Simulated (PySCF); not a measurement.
**One shape, several levels: triplet TiO2**

Aim: a comparison of 6 runs (UHF/3-21G, UB3LYP/6-31G*, U-wB97M-V/aug-cc-pVDZ, U-wB97X/aug-cc-pVDZ, UB2PLYP/aug-cc-pVDZ, USCS-MP2/aug-cc-pVDZ) of triplet TiO2. Input form: a Python script.

The results are computed with PySCF 2.14.0.

3 further runs of the same task are left out: 3 set aside as unsound or not needed.

### Step 1. The system as given

TiO2: 3 atoms, total charge 0, spin state triplet. SMILES of the parent species: `[O]=[Ti]=[O]`. The coordinates come from a PBE0-D4/def2-TZVP relaxation. That shape belongs to the parent species and isn't relaxed for this state.

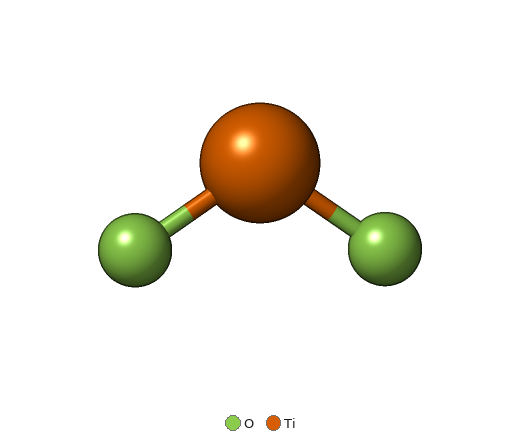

Viewed from a chosen angle; oxygen green, titanium orange.

### Step 2. A single-point energy at UHF/3-21G (run 1)

calc.py

```python
from pyscf import gto, scf

system = gto.Mole()
system.atom = '''
O        0.921000       0.928800       0.444600
Ti       0.135000      -0.492000       0.331600
O       -1.056100      -0.436800      -0.776200
'''
system.max_memory = 1860
system.spin = 2
system.charge = 0
system.verbose = 4
system.basis = '3-21g'
system.build()

mf = scf.UHF(system)
mf.conv_tol = 1e-10
mf.kernel()
if not mf.converged:
    mf = mf.newton().run(mf.mo_coeff, mf.mo_occ)

e_final = mf.e_tot
print(f'total energy: {e_final:.8f} hartree')
```

On the command line:

```console
$ OMP_NUM_THREADS=1 python calc.py
```

Standard output:

```text
PySCF version 2.14.0

[INPUT] num. atoms = 3
[INPUT] num. electrons = 38
[INPUT] charge = 0
[INPUT] spin (= nelec alpha-beta = 2S) = 2
[INPUT] symmetry False subgroup None
[INPUT] Mole.unit = angstrom
[INPUT] Symbol           X                Y                Z      unit          X                Y                Z       unit  Magmom
[INPUT]  1 O      0.921000000000   0.928800000000   0.444600000000 AA    1.740437760724   1.755177624496   0.840172234982 Bohr   0.0
[INPUT]  2 Ti     0.135000000000  -0.492000000000   0.331600000000 AA    0.255113026816  -0.929745253286   0.626633182906 Bohr   0.0
[INPUT]  3 O     -1.056100000000  -0.436800000000  -0.776200000000 AA   -1.995739760153  -0.825432371210  -1.466805417887 Bohr   0.0

[... 27 lines left out ...]
WARN: HOMO -0.15317243135789 >= LUMO -0.477738416232862
[... 110 lines left out ...]
converged SCF energy = -993.115088022511  <S^2> = 2.3664597  2S+1 = 3.2350949
total energy: -993.11508802 hartree
```

Run time: 0.76 s. Hardware: 1 thread of Arm Neoverse V2, shared host; peak memory 0.1 GiB.

### Step 3. The energy at UB3LYP/6-31G(d) (spherical functions) (run 2)

input.py

```python
from pyscf import gto, dft

molecule = gto.Mole()
molecule.atom = '''
O      1.740438     1.755178     0.840172
Ti     0.255113    -0.929745     0.626633
O     -1.995740    -0.825432    -1.466805
'''
molecule.charge = 0
molecule.max_memory = 1860
molecule.unit = 'bohr'
molecule.basis = '6-31g*'
molecule.verbose = 3
molecule.spin = 2
molecule.build()

myscf = dft.UKS(molecule)
myscf.xc = 'b3lyp'
myscf.conv_tol = 1e-10
myscf.grids.level = 5
myscf.kernel()
if not myscf.converged:
    myscf = myscf.newton().run(myscf.mo_coeff, myscf.mo_occ)

e_tot = myscf.e_tot
print(f'total energy: {e_tot:.8f} hartree')
```

On the command line:

```console
$ OMP_NUM_THREADS=1 python input.py
```

Standard output:

```text
WARN: HOMO -0.170222692860947 >= LUMO -0.457467613855943

WARN: HOMO -0.156637186755479 >= LUMO -0.17854523330257

WARN: HOMO -0.19949705760362 >= LUMO -0.217603424324588

WARN: HOMO -0.184759929174182 >= LUMO -0.200311788200499

WARN: HOMO -0.182052996572873 >= LUMO -0.205427059822375

WARN: HOMO -0.18275278177924 >= LUMO -0.206133271233086

WARN: HOMO -0.182861079374219 >= LUMO -0.206172713301174

WARN: HOMO -0.182946884738482 >= LUMO -0.205999710089076

WARN: HOMO -0.182977094067209 >= LUMO -0.206032363039903

WARN: HOMO -0.18296982576231 >= LUMO -0.206138196779123

WARN: HOMO -0.182995827240688 >= LUMO -0.206189633393112

WARN: HOMO -0.182999808666142 >= LUMO -0.206203766600889

WARN: HOMO -0.183004418462006 >= LUMO -0.206213809419432

WARN: HOMO -0.183005798111 >= LUMO -0.20621576093293

WARN: HOMO -0.183005781523782 >= LUMO -0.206216752273355

WARN: HOMO -0.183005969277024 >= LUMO -0.206216973499501

converged SCF energy = -999.813602386124  <S^2> = 2.0242546  2S+1 = 3.0161264
total energy: -999.81360239 hartree
```

Run time: 15 s. Hardware: 1 thread of Arm Neoverse V2, shared host; peak memory 0.33 GiB.

Runs 3 to 5 aren't shown in full; the table further down has their settings and results.

### Step 4. A single-point energy at USCS-MP2/aug-cc-pVDZ (run 6)

job.py

```python
from pyscf import gto, scf, mp

molecule = gto.M(
    atom='''
O      0.921000     0.928800     0.444600
Ti     0.135000    -0.492000     0.331600
O     -1.056100    -0.436800    -0.776200
''',
    basis='aug-cc-pvdz',
    verbose=3,
    spin=2,
    max_memory=1860,
)

mf = scf.UHF(molecule)
mf.conv_tol = 1e-10
mf.kernel()
if not mf.converged:
    mf = mf.newton().run(mf.mo_coeff, mf.mo_occ)

pt = mp.MP2(mf, frozen=7).run()
e_final = mf.e_tot + 1.2 * pt.e_corr_os + pt.e_corr_ss / 3
print('Final energy', e_final)
```

On the command line:

```console
$ OMP_NUM_THREADS=1 python job.py
```

Standard output:

```text
WARN: HOMO -0.138937344146987 >= LUMO -0.476176877711865

converged SCF energy = -998.108181578002  <S^2> = 2.3266676  2S+1 = 3.2104004
E(UMP2) = -998.794966943632  E_corr = -0.686785365630147
E(SCS-UMP2) = -998.749594753449  E_corr = -0.641413175446882
Final energy -998.7495947534486
```

Wall time 8.7 s (1 thread of Arm Neoverse V2, shared host); peak memory 0.29 GiB.

### Step 5. The series

| run | level | integration grid | nlc grid | energy (Eh) | dipole moment (D) of the reference | HOMO energy (eV) | LUMO energy (eV) | wall time |
| --- | --- | --- | --- | --- | --- | --- | --- | --- |
| 1 | UHF/3-21G | – | – | -993.115088 | 1.86 | -6.99 | 0.22 | 0.76 s |
| 2 | UB3LYP/6-31G* (spherical functions) | 5 | – | -999.813602 | 2.89 | -4.98 | – | 15 s |
| 3 | U-wB97M-V/aug-cc-pVDZ | 5 | 1 | -999.797695 | 4.44 | -7.42 | -3.31 | 2.9 min |
| 4 | U-wB97X/aug-cc-pVDZ | 5 | – | -999.840352 | 4.66 | -7.27 | -3.18 | 1.7 min |
| 5 | UB2PLYP/aug-cc-pVDZ | 5 | – | -999.611296 | 4.73 | -6.45 | -3.23 | 49 s |
| 6 | USCS-MP2/aug-cc-pVDZ | – | – | -998.749595 | 3.60 | -7.67 | -0.20 | 8.7 s |

### Step 6. Summary of results

| quantity | value |
| --- | --- |
| run 6: total energy | -998.74959 Eh |
| run 6: dipole moment (Hartree–Fock density) | 3.60 D |
| run 6: HOMO energy (Hartree–Fock orbitals) (highest over α and β) | -7.67 eV |
| run 6: LUMO energy (Hartree–Fock orbitals) (lowest over α and β) | -0.20 eV |
| run 6: correlation energy (7 core orbitals frozen) | -641.4 mEh |
| run 6: ⟨S²⟩ of the reference determinant | 2.327 |

What this shows: Over runs 1, 2, 3, 4, 5 the dipole moment (its size) runs from 1.86 D (UHF/3-21G) to 4.73 D (UB2PLYP/aug-cc-pVDZ). The two ends differ in method and basis. A double hybrid's value is that of its SCF part. Totals of different functionals can't be ranked against each other. Spin contamination of the reference: run 1 ⟨S²⟩ = 2.37, run 6 ⟨S²⟩ = 2.33. All runs together took 5.9 min, the longest 2.9 min.
